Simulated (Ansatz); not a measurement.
System: Cl₃HOTi.

Input

```
crystal:
  periodic: [false, false, false]
  atoms:
    - {symbol: Cl, position_ang: [-1.629250, -0.831330, 1.360800]}
    - {symbol: Ti, position_ang: [-0.080580, -0.347470, -0.093680]}
    - {symbol: Cl, position_ang: [1.757320, -1.362960, 0.488070]}
    - {symbol: Cl, position_ang: [-0.693400, -0.978720, -2.087950]}
    - {symbol: O, position_ang: [0.191890, 1.375840, -0.087440]}
    - {symbol: H, position_ang: [0.454040, 2.144630, 0.420190]}
basis:
  gaussian: {orbitals: def2-TZVPP, fitting: {mean_field: def2-universal-jfit.json}}
hamiltonian:
  xc:
    text: |
      exchange = rpw86_x
      correlation = pbe_c
accuracy: low
output: {orbitals: {seedname: orbitals}}
```

Launched as:

```sh
ansatz run molecule.yaml --threads 1 --pin off --max-ram 3480MiB --events-out events.jsonl --progress --plain --runs-dir runs
```

Geometry: PBE0-D4/def2-TZVP.

The calculation used Ansatz, isolated molecule in a Gaussian basis; Kohn-Sham density functional theory, functional rPW86x+PBEc.

What will maps of the electron density and electron localisation function show?

Answer. Ti–O (1.74 Å): ρ is about 1.1 e/Å³ halfway; the ELF peaks at about 0.85 in the valence shell of O, 0.5 Å from its nucleus, and drops to about 0.25 between the two atoms.
Ti–Cl (2.18 Å): the density is about 0.7 e/Å³ at the midpoint; the ELF peaks at about 0.85 in the valence shell of Cl, 0.8 Å from its nucleus, and is about 0.45 at the midpoint.
O–H (0.96 Å): ρ is about 3.8 e/Å³ halfway; the ELF climbs to about 1 towards the hydrogen, as it does in any bond to H (an ordinary covalent bond to hydrogen).

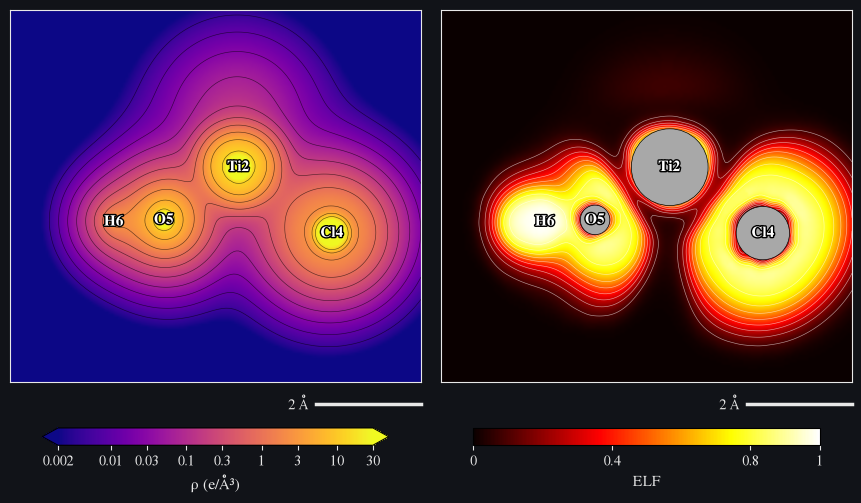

Computed electron density and electron localisation function on the plane of atoms Ti2, O5 and H6, in this order. Grey discs cover the atomic cores in the ELF map. 
